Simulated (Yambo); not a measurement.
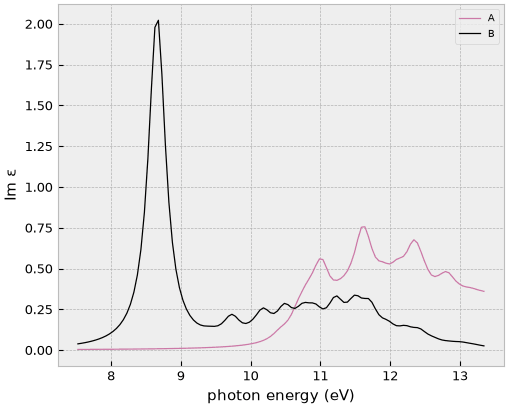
Fig. 1. Two computed absorption spectra of NH4F (space group P6_3mc, No. 186) (Yambo, LDA bands with the same scissor, field along x)

Axes are Cartesian, with cell vectors (Å) (4.41, 0.00, 0.00), (-2.20, 3.82, 0.00), (0.00, 0.00, 7.14).

### Question
Which curve includes the electron-hole attraction (BSE), and where are its main peaks?

### Answer
Curve B: the attraction moves weight to lower energy (centre of the plotted range 9.8 eV against 11.8 eV). Its peaks lie at 8.7 eV, 11.5 eV. Settings: 6×6×4 mesh, 6 valence and 2 conduction bands, static screening with 60 bands and a 3 Ry block, scissor 4.00 eV, Tamm-Dancoff. The scissor comes from a G0W0 run whose convergence isn't established. Broadening 0.15 eV. The band window holds all transitions up to 13.4 eV. Fine structure above the onset can come from the mesh.

Geometry of the Materials Project entry, not relaxed at this level; primitive cell a = b = 4.4077 Å, c = 7.1363 Å, α = β = 90.00°, γ = 120.00°.

The distance between layers or molecules is the database entry's, not relaxed here. Functionals without dispersion can leave it too large, which widens gaps and weakens the response across layers: the numbers belong to this cell.
